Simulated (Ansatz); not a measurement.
A series of calculations on CH2BN

## 1. Relaxation

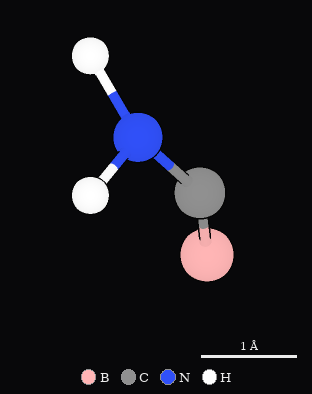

CH₂BN, before the relaxation. A ball-and-stick model, seen from a free direction.

The run prepares an end point of a later path (torsion) calculation, from a guessed geometry.

These are results of RKS r2SCANh/def2-SVP (Ansatz), not measurements.

Input file:
```yaml
crystal:
  periodic: [false, false, false]
  atoms:
    - { symbol: B, position_ang: [-1.87365, 0.06715, 0.63842] }
    - { symbol: C, position_ang: [-0.6046, -0.26579, 0.44021] }
    - { symbol: "N", position_ang: [0.61762, -0.13102, -0.12159] }
    - { symbol: H, position_ang: [0.69763, -0.34841, -1.10747] }
    - { symbol: H, position_ang: [1.16299, 0.67808, 0.15042] }
basis:
  gaussian: { orbitals: def2-SVP }
hamiltonian:
  xc: r2scanh
relax:
  f_tol: 0.015
  max_steps: 40
```

Launched with:
```bash
ansatz run input.yaml --threads 1 --pin off --max-ram 2048MiB --backend cpu --events-out ev --progress --plain --runs-dir out
```

Q: Where does the relaxation end?

A: The atom that moves furthest after the best rigid fit is N3 (0.17 Å). Largest moves by element: N 0.17 Å, B 0.12 Å, H 0.10 Å, C 0.04 Å. Some distances before and after: B1–C2 1.327 → 1.468 Å, C2–N3 1.352 → 1.285 Å, N3–H4 1.013 → 1.025 Å. Among the angles between lasting bonds that change: C2–N3–H4 117.0° → 122.8°, B1–C2–N3 154.4° → 149.9°. The energy falls by 0.583 eV in 6 geometry steps. The largest force component goes from 7.3 to 0.015 eV/Å. Cost: 10 s on 1 thread of Intel(R) Xeon(R) Platinum 8488C (Sapphire Rapids), with other jobs on the host, peak memory 0.15 GiB.

The structure at the end:

```xyz
5

B    -1.9750    0.0446    0.6941
C    -0.5649   -0.2629    0.4234
N     0.5309   -0.0024   -0.1944
H     0.7673   -0.4129   -1.1028
H     1.2417    0.6335    0.1797
```

After the run, drawn alike:

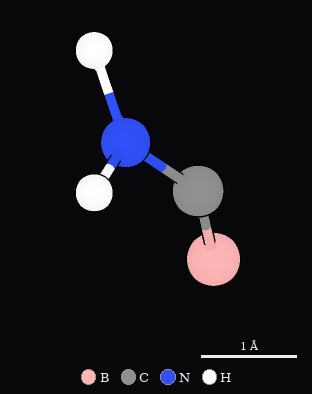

## 2. Relaxation

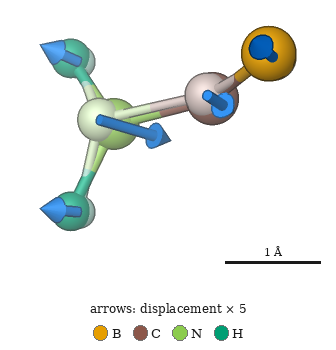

This is a relaxation of CH$_{2}$BN. The starting structure is drawn faded, the final one solid; blue arrows show the displacements, 5 times their true length. The two geometries are superimposed by the best rigid fit.

A ball-and-stick model, seen from a free direction.

The run prepares an end point of a later path (torsion) calculation, from a guessed geometry.

The calculation used RKS r2SCANh/def2-SVP in Ansatz 0.2.0. Settings: no spin polarisation; force threshold 0.015 eV/Å; at most 40 steps.

Question: Atoms of which element are displaced furthest, and by how much?

Answer: Nitrogen: up to 0.20 Å, against 0.12 Å for carbon.

Question: What did the optimiser do to the structure, and how much energy did it gain?

Answer: The N atom moves most after the best rigid fit: 0.20 Å. By element the largest moves are N 0.20 Å, C 0.12 Å, B 0.11 Å, H 0.11 Å. Among the contacts that change: B–C 1.327 → 1.468 Å, C–N 1.352 → 1.285 Å, H–N 1.013 → 1.024 Å. Among the angles between lasting bonds that change: C–N–H 117.0° → 122.9°, B–C–N 154.4° → 149.9°. The energy falls by 0.639 eV in 6 geometry steps. The largest force component goes from 7.5 to 0.014 eV/Å.

## 3. Path

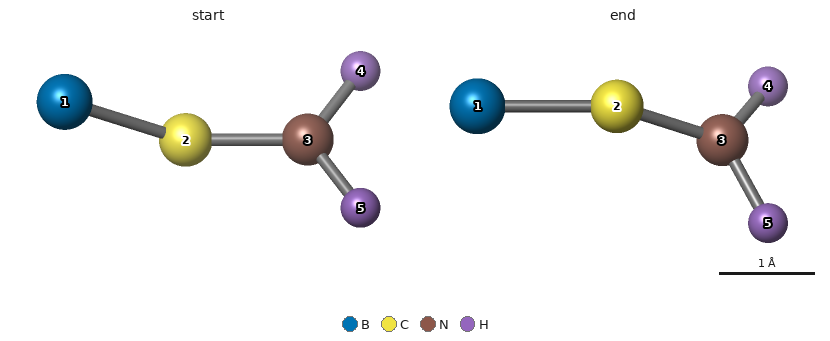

The two relaxed end points of a path for CH2BN. Style: ball-and-stick. Shown at a tilt.

These are results of Ansatz, RKS r2SCANh/def2-SVP, not measurements.

Input
```yaml
crystal:
  periodic: [false, false, false]
  atoms:
    - { symbol: B, position_ang: [-1.974952, 0.044515, 0.694222] }
    - { symbol: C, position_ang: [-0.564875, -0.262906, 0.423451] }
    - { symbol: "N", position_ang: [0.530869, -0.002343, -0.19446] }
    - { symbol: H, position_ang: [0.767271, -0.412855, -1.102883] }
    - { symbol: H, position_ang: [1.241677, 0.6336, 0.17966] }
basis:
  gaussian: { orbitals: def2-SVP }
hamiltonian:
  xc: r2scanh
neb:
  order_check: false
  images: 9
  f_tol: 0.05
  max_iterations: 60
  initial_path: idpp
  final_atoms:
    - { symbol: B, position_ang: [-1.88478041, -0.22733043, 0.88266048] }
    - { symbol: C, position_ang: [-0.71924348, 0.20243255, 0.1008866] }
    - { symbol: "N", position_ang: [0.51254036, 0.05236666, -0.23231721] }
    - { symbol: H, position_ang: [0.80872464, -0.53652672, -1.01636297] }
    - { symbol: H, position_ang: [1.28274889, 0.50906893, 0.26512309] }
```

Run as
```bash
ansatz run input.yaml --threads 1 --pin off --max-ram 2048MiB --backend cpu --events-out ev --progress --plain --runs-dir out
```

Question: What barrier does the band find between them, and by what path?

Answer: The barrier is about 0.110 eV in both directions, with image 5 at the top; the ends have the same energy. The motion is an in-plane inversion: the angle B1–C2–N3 opens from 150° to 180° on the way and closes on the other side (150° at the end). No bond forms or breaks between the ends. Bond angles that change up to the highest image, for instance: B1–C2–N3 149.9° → 179.8°. The band converged in 7 iterations, with a climbing image at the top.

Energies of the converged images:

| image | path (Å) | E (eV) |
| --- | --- | --- |
| 0 | 0.00 | 0.000 |
| 1 | 0.08 | 0.007 |
| 2 | 0.15 | 0.029 |
| 3 | 0.23 | 0.061 |
| 4 | 0.31 | 0.095 |
| 5 | 0.38 | 0.110 |
| 6 | 0.46 | 0.094 |
| 7 | 0.54 | 0.061 |
| 8 | 0.61 | 0.029 |
| 9 | 0.69 | 0.007 |
| 10 | 0.77 | 0.000 |

The geometry at the top of the path:

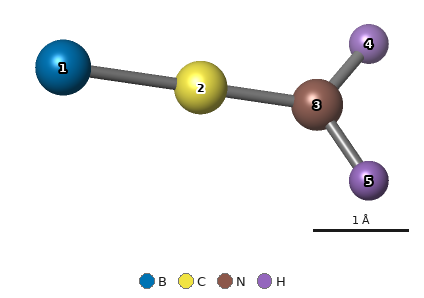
